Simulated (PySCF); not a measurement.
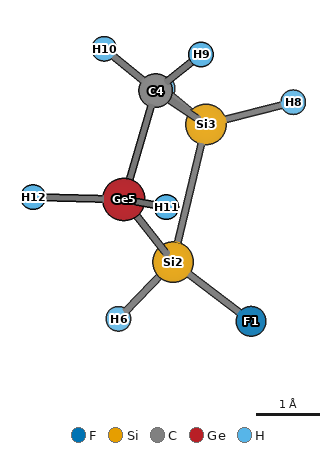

CH₇FGeSi₂, before the relaxation. A ball-and-stick model, seen from a free direction.

The start comes from GFN2-xTB. Its atoms were then displaced at random by about 0.01 Å.

All numbers below come from PBE0-D3(BJ)/def2-SVP geometry optimisation, gas phase in PySCF 2.14.0, density-fitted response routines.

```xyz
12

F    -0.5589    2.7887   -0.2771
Si   -0.3370    1.3469   -0.9404
Si   -1.4993   -0.4087    0.0791
C     0.2307   -1.1474    0.6672
Ge    1.5200    0.2249    0.0075
H    -0.2963    1.7020   -2.3578
H    -2.1968   -1.3174   -0.8084
H    -2.3503   -0.0832    1.2091
H     0.2333   -1.2854    1.7691
H     0.3718   -2.1369    0.2503
H     2.3253    0.7418    1.2048
H     2.5973   -0.4536   -0.8124
```

**Predict the outcome.**

After 21 geometry steps the energy has fallen by 32.0 kJ/mol. H9 moves most after the best rigid fit: 0.76 Å. By element the largest moves are H 0.76 Å, F 0.48 Å, C 0.30 Å, Ge 0.23 Å, Si 0.20 Å. Near-neighbour distances that change, for instance: Si3–C4 1.971 → 1.905 Å, Si3–H7 1.449 → 1.496 Å, Si2–H6 1.462 → 1.496 Å, F1–Si2 1.602 → 1.632 Å. Bond angles that change, for instance: Si3–Si2–H6 128.2° → 114.9°, Si2–Ge5–H11 124.4° → 113.0°, F1–Si2–Ge5 111.7° → 121.0°.

The structure at the end:

```xyz
12

F    -0.6045    2.9034   -0.7458
Si   -0.2784    1.3198   -0.9685
Si   -1.4290   -0.3330    0.2507
C     0.2157   -1.2819    0.3998
Ge    1.4929    0.2421    0.2330
H    -0.2153    1.0852   -2.4447
H    -2.5739   -1.0916   -0.3420
H    -1.8365    0.2123    1.5833
H     0.3368   -1.8836    1.3128
H     0.3501   -1.9472   -0.4692
H     1.7494    0.8664    1.6173
H     2.8323   -0.1203   -0.4355
```

The end point in the same view:

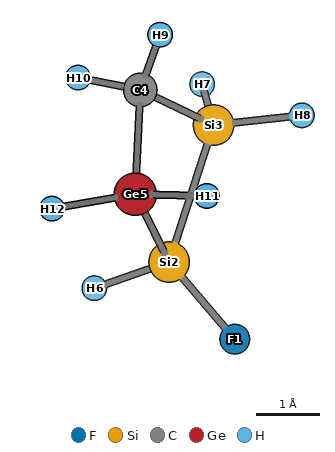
